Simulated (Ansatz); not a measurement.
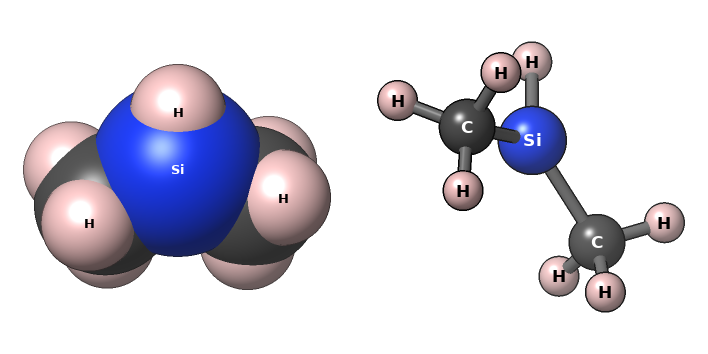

The same structure drawn twice, from different directions.

Charge +1, singlet. The computed structure is the end point of a PBE-D4/def2-SVP optimisation. No frequency run is at hand to confirm it as a minimum.

Give the formula.

C₂H₇Si⁺, 10 atoms: 2 carbon, 7 hydrogen and 1 silicon.

How many bonds of each kind are drawn?

6 C–H, 2 C–Si, 1 Si–H. Sticks follow a distance rule.
